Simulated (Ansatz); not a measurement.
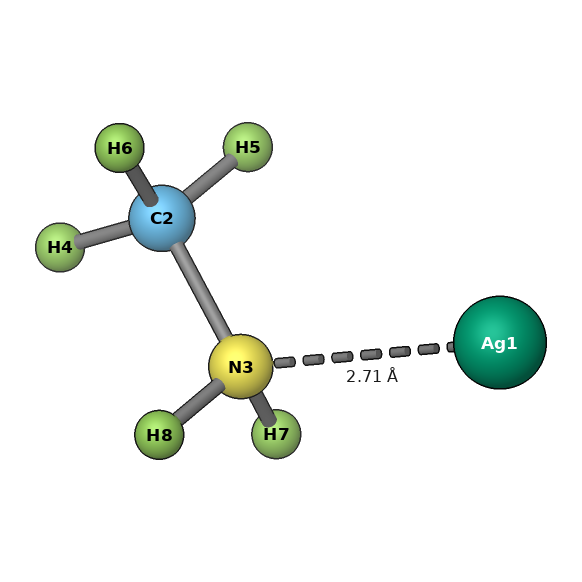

Two molecules or ions; the broken line marks their closest contact (measured against van der Waals radii). State: charge +1, singlet. Geometry: a pair of rigid molecules at a changed separation. Program: Ansatz 0.2.0.

Q: Which two species are they?

A: Ag and CH5N (`CN.[Ag+]`).

Give the counterpoise-corrected interaction energy (kJ/mol, monomers kept as in the pair) with RHF-CCSD(T) (frozen core)/def2-TZVPPD; ωB97M-V/def2-TZVPPD.

```
                                level  interaction energy (kJ/mol)
RHF-CCSD(T) (frozen core)/def2-TZVPPD                       −150.1
                  ωB97M-V/def2-TZVPPD                       −157.4
```
